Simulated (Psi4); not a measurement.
# MP3/def2-TZVPPD run of BH (SMILES [BH])

Aim: the vertical electron affinity of BH at MP3/def2-TZVPPD, from 2 runs. 

The results are computed with Psi4 1.11.

### 1 The structure to begin with

BH: 2 atoms, total charge 0, spin state singlet. SMILES: `[BH]`. Geometry: the measured bond length.

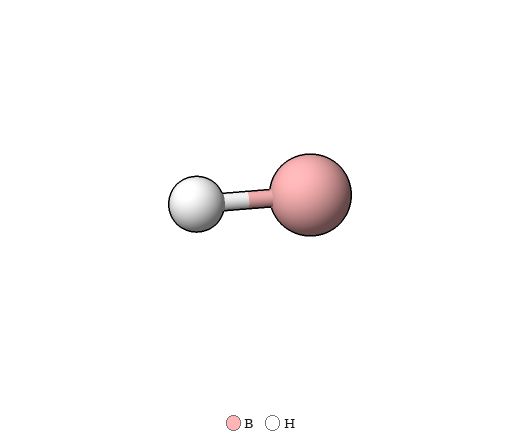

Viewed from a chosen angle; boron pink, hydrogen white.

### 2 The energy at MP3/def2-TZVPPD

File job.py:

```python
import psi4

psi4.set_memory(1600000000)
psi4.set_num_threads(1)
psi4.core.set_output_file('run.log', False)

geom = psi4.geometry("""
0 1
B      0.000000     0.000000     0.000000
H      0.000000     0.000000     1.232400
units angstrom
symmetry c1
no_reorient
no_com
""")

options = {'basis': 'def2-TZVPPD', 'puream': True, 'e_convergence': 1e-09, 'd_convergence': 1e-08, 'scf_type': 'pk', 'num_frozen_docc': 1, 'mp_type': 'conv'}
psi4.set_options(options)

energy_value, wavefunction = psi4.energy("mp3", return_wfn=True)
print('E =', round(energy_value, 9))
```

Run with:

```sh
python job.py
```

run.log:

```text
[...]
  Running in c1 symmetry.
[...]
  Nuclear repulsion =    2.146937725860111
[...]
  Multiplicity = 1
[...]
  Nalpha       = 3
  Nbeta        = 3
[...]
    Number of basis functions: 54
[...]
   @RHF iter   1:   -25.12483576407804   -6.63017e-01   1.32522e-03 ADIIS/DIIS
[...]
   @RHF iter   8:   -25.13044075503078   -9.02745e-12   4.46498e-09 DIIS
[...]
    Orbital Energies [Eh]
    ---------------------
    Doubly Occupied:
       1A     -7.686107     2A     -0.649163     3A     -0.348023
    Virtual:
       4A      0.043001     5A      0.043001     6A      0.054908
       7A      0.144251     8A      0.182335     9A      0.183135
      10A      0.183135    11A      0.185863    12A      0.185863
      13A      0.260589    14A      0.260589    15A      0.281843
      16A      0.333147    17A      0.375803    18A      0.375803
      19A      0.462058    20A      0.602685    21A      0.664281
      22A      0.664281    23A      0.686287    24A      0.686287
      25A      0.918116    26A      1.069818    27A      1.130588
[...]
  @RHF Final Energy:   -25.13044075503078
   => Energetics <=
    Nuclear Repulsion Energy =              2.1469377258601106
    One-Electron Energy =                 -37.1881721387612316
    Two-Electron Energy =                   9.9107936578703395
    Total Energy =                        -25.1304407550307793
[...]
 Multipole Moments:
 ------------------------------------------------------------------------------------
     Multipole            Electronic (a.u.)      Nuclear  (a.u.)        Total (a.u.)
 ------------------------------------------------------------------------------------
 L = 1.  Multiply by 2.5417464519 to convert [e a0] to [Debye]
 Dipole X            :          0.0000000            0.0000000            0.0000000
 Dipole Y            :          0.0000000            0.0000000            0.0000000
 Dipole Z            :         -1.6418697            2.3288985            0.6870287
 Magnitude           :                                                    0.6870287
[...]
	SCS-MP2 Total Energy (a.u.)        :   -25.21416088903273
	SOS-MP2 Total Energy (a.u.)        :   -25.21941413616644
[...]
	SOS-PI-MP2 Total Energy (a.u.)     :   -25.22625824240764
[...]
	MP2 Total Energy (a.u.)            :   -25.20365439476531
[...]
	SCS-MP3 Total Energy (a.u.)        :   -25.21831534977417
[...]
	MP3 Total Energy (a.u.)            :   -25.22027223773107
[...]
```

The script printed:

```text
E = -25.220272238
```

It took 3.3 s on 1 thread of AMD EPYC 7B13 (Zen 3), shared host; peak memory 0.29 GiB.

### 3 The doublet anion, same level

File bh.inp:

```
memory 1600 mb

molecule molecule1 {
  -1 2
  B      0.000000     0.000000     0.000000
  H      0.000000     0.000000     1.232400
  symmetry c1
}

set globals {
  reference       uhf
  puream          true
  e_convergence   1e-09
  d_convergence   1e-08
  scf_type        pk
  num_frozen_docc 1
  maxiter         100
  mp_type         conv
}

energy("mp3/def2-TZVPPD")
```

Run with:

```sh
psi4 bh.inp bh.out -n 1
```

bh.out:

```text
[...]
  Running in c1 symmetry.
[...]
  Nuclear repulsion =    2.146937725860111
[...]
  Multiplicity = 2
[...]
  Nalpha       = 4
  Nbeta        = 3
[...]
    Number of basis functions: 54
[...]
   @UHF iter   1:   -25.08008998675307   -6.18271e-01   2.92575e-03 DIIS/ADIIS
[...]
   @UHF iter  13:   -25.11129190954483   -1.12124e-11   9.68551e-09 DIIS
[...]
   @S^2 Observed:                7.684720259E-01
[...]
    Orbital Energies [Eh]
    ---------------------
    Alpha Occupied:
       1A     -7.380923     2A     -0.392131     3A     -0.088274
       4A     -0.015651
    Alpha Virtual:
       5A      0.199952     6A      0.263686     7A      0.312518
       8A      0.351565     9A      0.354377    10A      0.354548
      11A      0.357370    12A      0.359208    13A      0.434597
      14A      0.475610    15A      0.482264    16A      0.525156
      17A      0.565761    18A      0.576827    19A      0.683836
      20A      0.828611    21A      0.896391    22A      0.897682
      23A      0.919250    24A      0.927799    25A      1.163929
[...]
  @UHF Final Energy:   -25.11129190954483
   => Energetics <=
    Nuclear Repulsion Energy =              2.1469377258601106
    One-Electron Energy =                 -38.8720403482620185
    Two-Electron Energy =                  11.6138107128570720
    Total Energy =                        -25.1112919095448319
  UHF NO Occupations:
  HONO-2 :    2  A 1.9995616
  HONO-1 :    3  A 1.9911640
[...]
 Multipole Moments:
 ------------------------------------------------------------------------------------
     Multipole            Electronic (a.u.)      Nuclear  (a.u.)        Total (a.u.)
 ------------------------------------------------------------------------------------
 L = 1.  Multiply by 2.5417464519 to convert [e a0] to [Debye]
 Dipole X            :          0.0000000            0.0000000            0.0000000
 Dipole Y            :          0.0000000            0.0000000            0.0000000
 Dipole Z            :         -0.3150718            1.1570103            0.8419385
 Magnitude           :                                                    0.8419385
[...]
	SCS-MP2 Total Energy (a.u.)        :   -25.20697284266625
	SOS-MP2 Total Energy (a.u.)        :   -25.21038601130033
[...]
	SOS-PI-MP2 Total Energy (a.u.)     :   -25.21800863451229
[...]
	MP2 Total Energy (a.u.)            :   -25.20014650539808
[...]
	SCS-MP3 Total Energy (a.u.)        :   -25.21126921751159
[...]
	MP3 Total Energy (a.u.)            :   -25.21733200477943
[...]
```

Wall time 3.9 s (1 thread of AMD EPYC 7B13 (Zen 3), shared host); peak memory 0.29 GiB.

### 4 Summary of results

Level: MP3/def2-TZVPPD, 1 core orbital frozen.

| quantity | value |
| --- | --- |
| singlet BH: total energy | -25.22027 Eh |
| singlet BH: HOMO energy (Hartree–Fock orbitals) | -9.47 eV |
| singlet BH: LUMO energy (Hartree–Fock orbitals) | 1.17 eV |
| singlet BH: HOMO–LUMO gap (Hartree–Fock orbitals) | 10.64 eV |
| singlet BH: correlation energy (1 core orbital frozen) | -89.8 mEh |
| doublet anion: total energy | -25.21733 Eh |
| doublet anion: HOMO energy (Hartree–Fock orbitals) (highest over α and β) | -0.43 eV |
| doublet anion: LUMO energy (Hartree–Fock orbitals) (lowest over α and β) | 5.44 eV |
| doublet anion: correlation energy (1 core orbital frozen) | -106.0 mEh |
| doublet anion: ⟨S²⟩ of the reference determinant | 0.768 |
| vertical electron affinity (to the doublet anion) | -0.080 eV |

The anion lies 0.08 eV (1.8 kcal/mol) above the neutral: the electron isn't bound at this level, and such a value depends on the basis.
